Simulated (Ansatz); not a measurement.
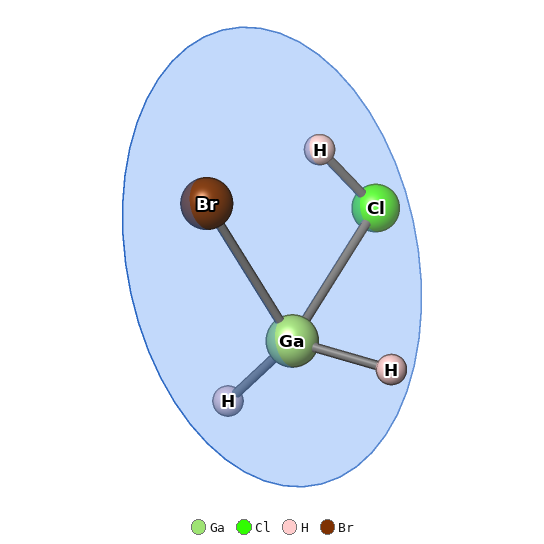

All proper rotation axes (lines) and mirror planes (discs) of the structure are drawn in. Atoms fade into the background with distance from the viewer. The computed structure is the end point of a PBE0-D4/def2-TZVP optimisation.

Question: Name the symmetry elements and the point group.

Answer: It has 1 mirror plane. Point group Cs. The group has 2 operations. The geometry is achiral, and symmetry allows a dipole moment.
